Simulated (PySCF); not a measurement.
```xyz
13

C    -0.0303   -0.0769   -0.3753
P     1.2180    1.0759    0.0582
Si    3.0415   -0.2867   -0.0557
P    -1.1804   -1.0788    0.4896
Si   -3.0138    0.2699    0.3718
H     1.4096    1.7231   -1.2034
H     3.0832   -1.0680   -1.3269
H     2.9449   -1.2171    1.1065
H     4.2787    0.5445    0.0676
H    -1.5621   -1.9790   -0.5548
H    -2.7442    1.4275    1.2735
H    -3.2674    0.7580   -1.0158
H    -4.2053   -0.4864    0.8674
```

Geometry: PBE0-D3(BJ)/def2-SVP.

All numbers below come from UKS B3LYP, IGLO-III on C P Si, pcH-1 on H, non-relativistic, mean-field spin-orbit, GIAO (PySCF 2.14.0, density-fitted response routines).

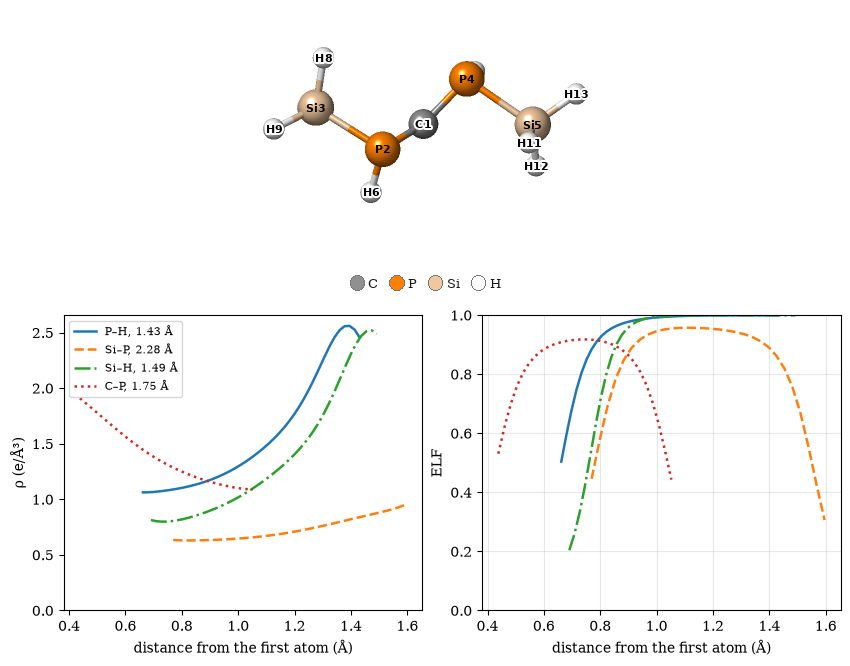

CH₈P₂Si₂ (SMILES [SiH3]P[C]P[SiH3]) (triplet). Total electron density and ELF along straight lines between neighbouring atoms. The curves leave out the atomic cores. The structure is drawn too.

What can be read from the curves?

P–H (1.43 Å): the density is about 1.1 e/Å³ at the midpoint; the ELF climbs to about 1 towards the hydrogen, as it does in any bond to H; a covalent bond by its length.
Si–P (2.28 Å): ρ at the midpoint is about 0.68 e/Å³; the ELF peaks at about 0.95 between the atoms, as expected for a covalent bond.
Si–H (1.49 Å): ρ is about 0.8 e/Å³ halfway; the ELF climbs to about 1 towards the hydrogen.
C–P (1.75 Å): ρ is about 1.2 e/Å³ halfway; the ELF peaks at about 0.90 between the atoms; localised, covalent bonding.
